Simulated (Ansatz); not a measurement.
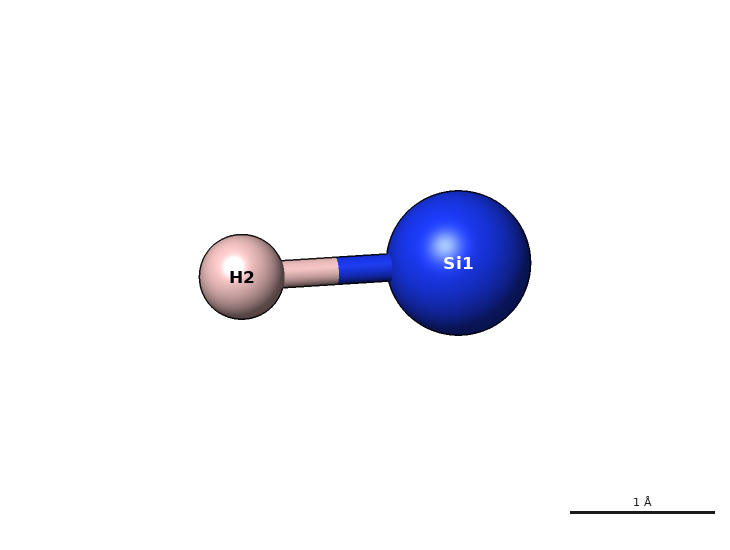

The atoms are numbered. State: neutral, doublet. Computed geometry: PBE-D4/def2-SVP optimisation. No frequency run is at hand to confirm it as a minimum.

Give the bond lengths.

```csv
bond,length (Å)
Si1–H2,1.556
```
